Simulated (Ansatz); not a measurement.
CH5Si (SMILES [CH2][SiH3]): methods side by side

The species is CH5Si (7 atoms), meant as a doublet with charge 0. As SMILES, `[CH2][SiH3]`. The coordinates come from a PBE0-D4/def2-TZVP relaxation.

```xyz
7

C    -0.1726   -1.1030    0.0474
Si    0.1323    0.7098   -0.0290
H    -1.1390   -1.5222    0.3085
H     0.5883   -1.8348   -0.2038
H    -0.1912    1.2566   -1.3791
H    -0.7197    1.4201    0.9618
H     1.5631    1.0056    0.2485
```

Quantity: the energy change with the C1–Si2 bond stretched from 1.840 to 2.760 Å, in eV. The values are calculated.

```tsv
level	kind	program	value (eV)	less FCI/STO-3G
U-revPBE/STO-3G	GGA	Ansatz	3.60	+0.10
UBLYP/STO-3G	GGA	Ansatz	3.50	0.00
U-r2SCAN/STO-3G	meta-GGA	Ansatz	3.85	+0.35
U-r2SCAN0/STO-3G	hybrid meta-GGA	Ansatz	4.03	+0.53
UB3LYP/STO-3G	global hybrid	Ansatz	3.83	+0.33
UBHLYP/STO-3G	global hybrid	Ansatz	4.11	+0.61
UCCSD/STO-3G	coupled cluster or CI	Ansatz	3.57	+0.07
UCCSDT(Q)/STO-3G	coupled cluster or CI	Ansatz	3.50	0.00
FCI/STO-3G	exact in the basis	Ansatz	3.50	0.00
```

FCI/STO-3G is exact within its basis and frozen core, so for wave-function methods in that basis the difference is their error; functionals converge differently with the basis, so for them it is only a difference. The first shape isn't each level's own minimum. The values span 3.50 to 4.11 eV. Spin contamination of the reference (⟨S²⟩ at least 0.1 too high) touches U-r2SCAN/STO-3G, U-r2SCAN0/STO-3G, UB3LYP/STO-3G, UBHLYP/STO-3G, UCCSD/STO-3G, UCCSDT(Q)/STO-3G. All rows use very small basis sets, so none should be taken for the real molecule's value.

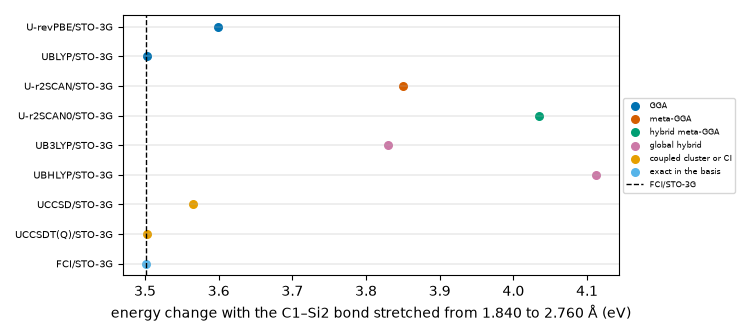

The values of the table, level by level.
